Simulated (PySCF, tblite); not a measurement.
**C4H10BN3O: geometry, infrared bands and NMR shifts**

Aim: predict the infrared bands and NMR shifts of C4H10BN3O (`[H]/N=C\C(=O)N(C)BNC`).

The runs use tblite 0.8.0 and PySCF 2.14.0, with density-fitted response routines of our own; the level of theory stands in each step. All values are computed, except where a source is named. Atoms are numbered from 0 throughout.

## 1. Starting geometry

19 atoms, charge 0, multiplicity 1; geometry from: force field or distance geometry start.

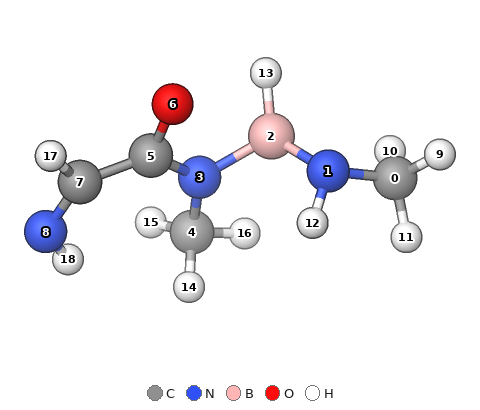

As it starts; carbon grey, nitrogen blue, boron pink, oxygen red, hydrogen white, atoms numbered; sticks join atoms by distance.

## 2. Relaxing the molecule with GFN2-xTB

The job: settings as JSON, then the geometry in Å.

```
{"job": {"kind": "relax", "xc": "GFN2-xTB", "basis": "xTB"}, "charge": 0, "multiplicity": 1}
C     -3.099700    -0.136200     0.050800
N     -1.848000    -0.631800     0.533200
B     -0.793200    -0.668000    -0.561500
N      0.548500    -0.029300    -0.138600
C      0.687900     1.365800    -0.356000
C      1.462800    -0.920900     0.435200
O      1.059600    -2.143700     0.518500
C      2.788100    -0.672500     0.940800
N      3.427700     0.427100     0.974900
H     -3.933000    -0.839600     0.298200
H     -3.009600    -0.000800    -1.032600
H     -3.309800     0.832600     0.591200
H     -1.553600    -0.008300     1.335100
H     -0.690300    -1.647300    -1.214600
H      0.748200     1.962800     0.580400
H      1.453500     1.655600    -1.096200
H     -0.295700     1.713800    -0.812500
H      3.337600    -1.549900     1.350000
H      3.009200     1.300000     0.626600
```

On the command line:

```bash
OMP_NUM_THREADS=1 python probes_run.py task.json out
```

This one command runs all jobs of the session in turn.

**Question.** This job is followed by: GFN2-xTB harmonic vibrations, gas phase; GIAO PBE0/pcSseg-1 NMR shielding, non-relativistic, gas phase. Predict these results of the whole session: strongest single infrared mode (GFN2-xTB); zero-point energy (GFN2-xTB); ¹³C shifts against TMS (PBE0/pcSseg-1); ¹H shifts against TMS (PBE0/pcSseg-1, means over atoms taken as alike); ¹⁵N shifts against NH3 (PBE0/pcSseg-1); ¹¹B shifts against BF3·OEt2 (PBE0/pcSseg-1); ¹⁷O shifts against H2O (PBE0/pcSseg-1).

The runs gave:

| quantity | value |
| --- | --- |
| strongest single infrared mode (GFN2-xTB) | 1709 cm⁻¹, 426 km/mol |
| zero-point energy (GFN2-xTB) | 94.3 kcal/mol |
| ¹³C shifts against TMS (PBE0/pcSseg-1) | 175.5, 175.4, 36.9, 32.7 ppm |
| ¹H shifts against TMS (PBE0/pcSseg-1, means over atoms taken as alike) | 11.62, 8.43, 5.17, 3.20, 3.15, 2.99 ppm |
| ¹⁵N shifts against NH3 (PBE0/pcSseg-1) | 374.2, 146.8, 100.5 ppm |
| ¹¹B shifts against BF3·OEt2 (PBE0/pcSseg-1) | 24.7 ppm |
| ¹⁷O shifts against H2O (PBE0/pcSseg-1) | 462.2 ppm |

What this shows: Relaxing lowered the energy by 2.231 eV in 249 steps; the close pair that moved most is N1–B2, from 1.521 to 1.383 Å. All 51 modes are real, so the xTB geometry is a minimum. The strongest single mode, at 1709 cm⁻¹, moves mainly C5 and O6. GFN2-xTB is a fitted tight-binding method: band positions and strengths are rough. Its intensities can rank the bands wrongly. At PBE0/pcSseg-1: Shielding is most anisotropic at O6 (span 762 ppm, paramagnetic term -528 ppm).
